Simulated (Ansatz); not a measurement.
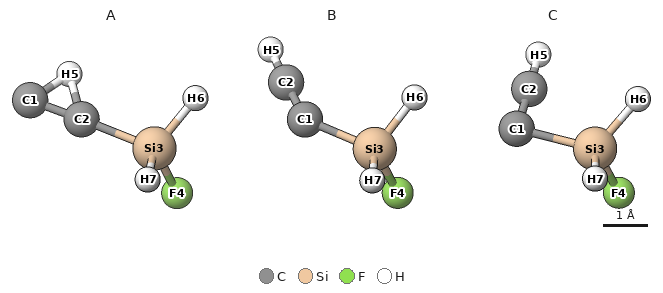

3 geometries from a converged minimum-energy path of C2H3FSi, shuffled. The picture is a ball-and-stick view, seen from a free direction.

Method: RKS revPBE-D4/6-31G* (Ansatz). Set-up: 5 movable images; climbing image; force threshold 0.05 eV/Å; iteration limit 60; starting path through a guess of the saddle point.

**Which frame is the transition state?**

A. In order along the path, whose images run from 0 to 6: A (image 2, +46.7 kcal/mol), C (image 4, +22.2 kcal/mol), B (image 5, +6.4 kcal/mol). Breaking: C1–H5 (1.08 → 1.24 at the top → 2.30 Å), C2–Si3 (1.83 → 1.86 at the top → 3.05 Å). Forming: C1–Si3 (3.06 → 3.14 at the top → 1.83 Å), C2–H5 (2.30 → 1.36 at the top → 1.08 Å).

The run took 4 min on 1 thread of Arm Neoverse V2, on a shared host, peak memory 0.12 GiB.
